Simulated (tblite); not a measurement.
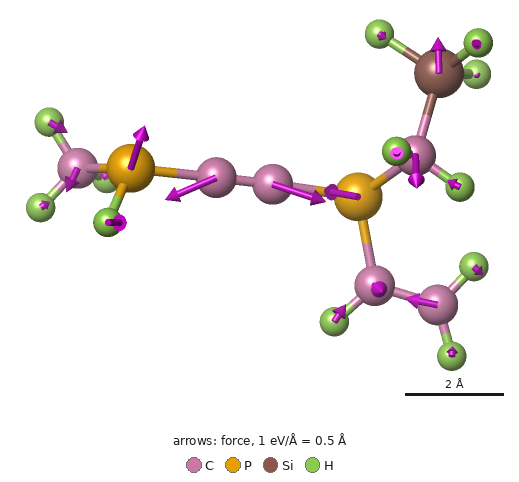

Starting geometry of C6H12P2Si with the computed forces as purple arrows. The picture is a ball-and-stick view, seen face on.

Computed with tblite, GFN2-xTB geometry optimisation, gas phase. 

Q: What follows when this structure is relaxed?

A: It isn't relaxed: the largest force vector, on C atoms, is 2.34 eV/Å. The final displacements have little in common with the starting forces (cosine between the two patterns 0.14). After 190 geometry steps the energy has fallen by 1.531 eV. The largest move after the best rigid fit is that of an H atom, 1.55 Å. Largest moves by element: H 1.55 Å, Si 0.78 Å, P 0.60 Å, C 0.57 Å. Near-neighbour distances that change, for instance: C–P 1.834 → 1.764 Å, H–P 1.466 → 1.408 Å, C–Si 1.857 → 1.906 Å, H–Si 1.492 → 1.466 Å. Bond angles that change, for instance: C–P–H 112.0° → 94.4°, C–P–C 112.1° → 98.7°, C–P–C 108.5° → 95.7°. Groups turn about C–P by about 40°, C–P by about 20°.
